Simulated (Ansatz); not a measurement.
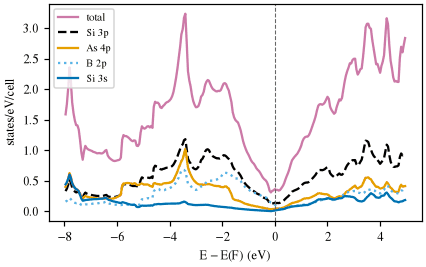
Fig. 1. Total and projected density of states of Si₂BAs in space group R3m (No. 160; B on 3a, As on 3a, Si on 3a, Si on 3a), the program Ansatz at the PBEsol level (PAW)

**Question.** Which orbitals carry the states next to the Fermi level?

**Answer.** Within 0.5 eV of the Fermi level: Si 3p 40 %, B 2p 28 %, As 4p 12 %, As 4s 6 %, outside the projected shells 6 %. Projections are on Löwdin-orthogonalised atomic valence shells; empty p or d shells of many metals are not among them.

**Question.** Where is the tallest occupied peak in this window, and what makes it?

**Answer.** Near -3.4 eV, about 3.2 states/eV per cell; the largest projected share is Si 3p.

The start of the workflow was typed in or built on a structure type; neither database checked (COD, Materials Project) lists it. Its standing as an ambient phase is unchecked. Symmetry was held in the PBEsol relaxation; whether a distortion lowers the energy is not shown. The volume moved by 16 % from the start of the relaxation. Spin–orbit coupling is left out wherever it is not named.

Potentials: the earlier of the program's two PAW sets. The files were generated under PBE; for other functionals the program regenerates the frozen cores, and for LDA and PBEsol the local potential too.
